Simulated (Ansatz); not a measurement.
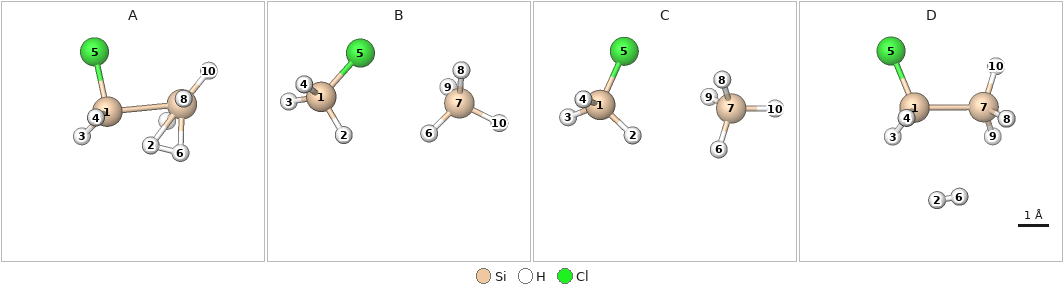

4 geometries from a converged minimum-energy path of Si₂H₇Cl, made up of SiH$_{3}$Cl and SiH4, shuffled. The picture is a ball-and-stick view, seen at a tilt.

The calculation used Ansatz, RKS PBE0/def2-SVP. Run with 5 movable images; climbing image; force threshold 0.03 eV/Å; iteration limit 60; starting path through a guess of the saddle point.

**Which of them lies highest in energy?**

A. In order along the path, whose images run from 0 to 6: B (image 0, 0.0 kcal/mol), C (image 1, +0.5 kcal/mol), A (image 4, +70.2 kcal/mol), D (image 6, +7.0 kcal/mol). Breaking: H6–Si7 (1.49 → 1.69 at the top → 3.26 Å), Si1–H2 (1.49 → 1.84 at the top → 3.24 Å). Forming: H2–H6 (2.92 → 1.03 at the top → 0.76 Å), Si1–Si7 (4.71 → 2.57 at the top → 2.36 Å).

Limits of the set-up: the start holds two separate molecules, 2.9 Å apart at their closest, whose relative position is a soft coordinate and is computed without a dispersion correction.

The run took 2.2 min on 2 threads of Arm Neoverse V2, with other jobs on the host, peak memory 0.18 GiB.
